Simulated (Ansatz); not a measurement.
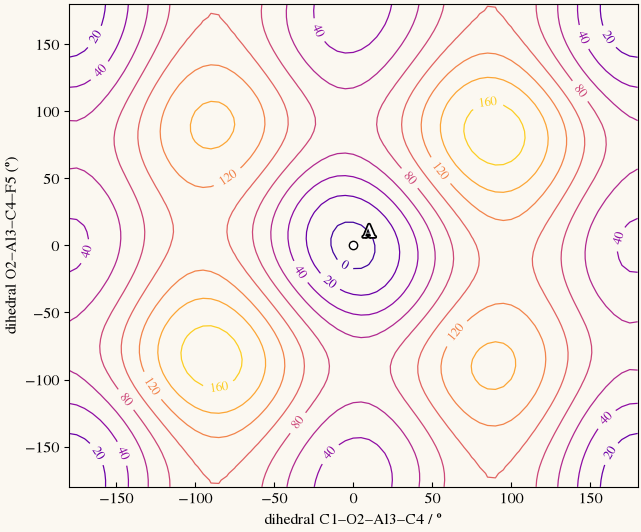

C₂H₆AlFO, SMILES C[O][AlH][CH2]F. The first coordinate is: dihedral C1–O2–Al3–C4; the second: dihedral O2–Al3–C4–F5. Nothing is relaxed (all other coordinates rigid). The scan uses a 15 × 15 grid. Points are written as (first, second). Energies are in meV, from the lowest grid point. All numbers below come from Ansatz 0.2.0, RHF/def2-SVP.

Drawn: contour lines labelled in meV, the point A. Between grid points the surface is interpolated.

Question: What is the easiest way out of the well at A, and how high is the barrier?

Answer: The easiest path leads from the well at about (0°, 0°) to the well at about (0°, −180°), about 34 meV higher. Its highest point lies about 77 meV above the bottom of the first well on the interpolated surface, at about (5°, −90°). Seen from the upper well the barrier is about 43 meV. The start is the relaxed structure and all else is held, so a fully relaxed path at this level can only be lower.

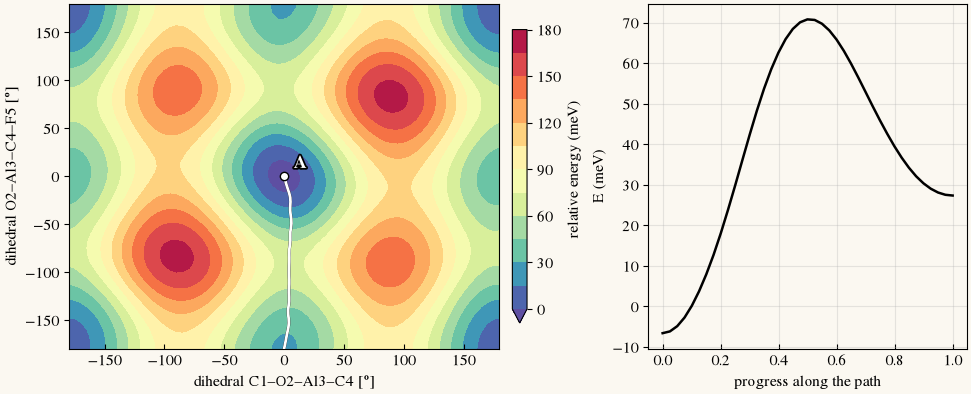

The picture shows filled contours, a line along the lowest path, the energy along the path at the right. Between grid points the surface is interpolated.
